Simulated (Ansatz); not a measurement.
SrGeO3, pressure series

The reference is SrGeO3 (space group P-62m, No. 189; a = 6.9046 Å, c = 5.7202 Å; a cell from a computed database, its experimental status unchecked).

Cell and atoms are relaxed at each pressure.

Method: PBEsol (Ansatz, a program for electronic structure), no spin-orbit coupling.

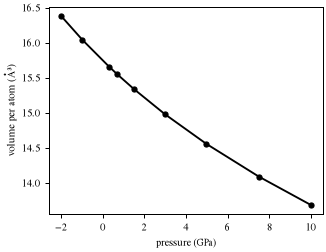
Fig. 1. Volume against pressure

Question: Estimate the zero-pressure bulk modulus from the plot.

Answer: About 55 GPa; a third-order Birch–Murnaghan fit to the points gives V₀ = 15.74 Å³/atom, B₀ = 55 GPa and B₀′ = 3.8.

Load acts through the strain it causes; cell and atoms are relaxed under it. Stability against distortions was not tested. Competing high-pressure phases were not computed.
